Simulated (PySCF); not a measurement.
Input file:

```
{"job": {"kind": "nmr", "xc": "PBE0", "basis": "pcSseg-1", "pop": false}, "charge": 1, "multiplicity": 1}
C     -1.019900    -2.071800     0.548100
S     -0.812600    -0.385600    -0.196000
C     -2.626400     0.118100    -0.268600
C      0.046600     0.205600     1.369400
O      0.724100     1.411000     1.187600
Si     2.263600     1.795300     0.754500
H     -2.021700    -2.549000     0.277800
H     -0.295300    -2.783200     0.156700
H     -0.906700    -2.011400     1.635400
H     -2.543700     1.172600    -0.594100
H     -3.009800    -0.524100    -1.093400
H     -3.096800     0.044700     0.678400
H      0.745100    -0.637500     1.522600
H     -0.698000     0.098000     2.189500
H      2.211700     2.896000     1.604000
H      2.149500     2.107200    -0.748500
H      3.306700     0.859300     1.216700
```

Command:

```sh
OMP_NUM_THREADS=1 python probes_run.py task.json out
```

Geometry: GFN2-xTB, MD frame at 250 fs, 600 K.

These are results of PBE0/pcSseg-1, SCF density, gas phase, non-relativistic in PySCF, not measurements.

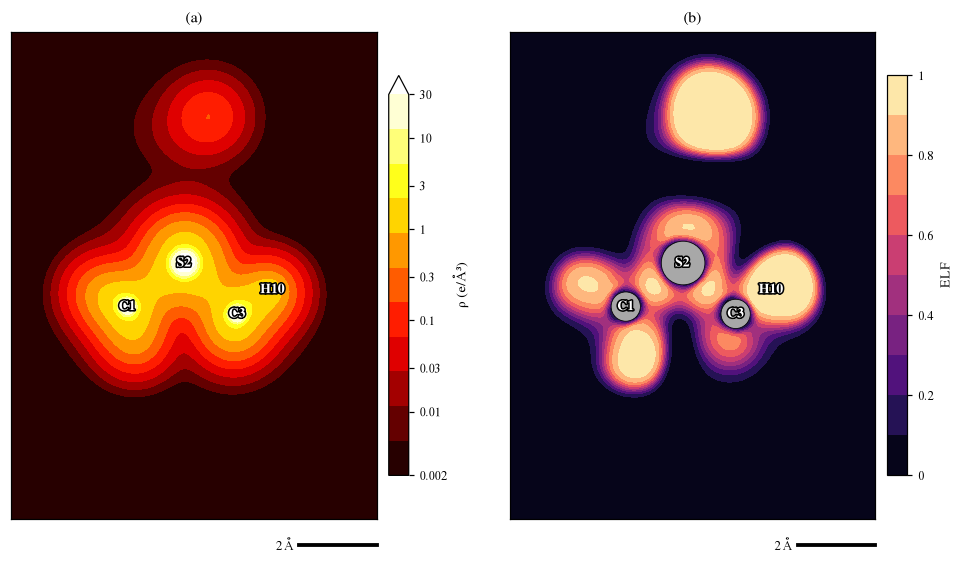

C₃H₁₁OSSi (SMILES C[S+](C)CO[SiH3]) (charge +1). (a) total electron density; (b) ELF on the plane of atoms C1, S2 and C3. Grey discs cover the atomic cores in the ELF map.

Q: Describe what can be read from this map.

A: The section cuts through C, S and H sites. C–S (1.85 Å): ρ is about 1.2 e/Å³ halfway; the ELF peaks at about 0.95 between the atoms, as expected for a covalent bond.
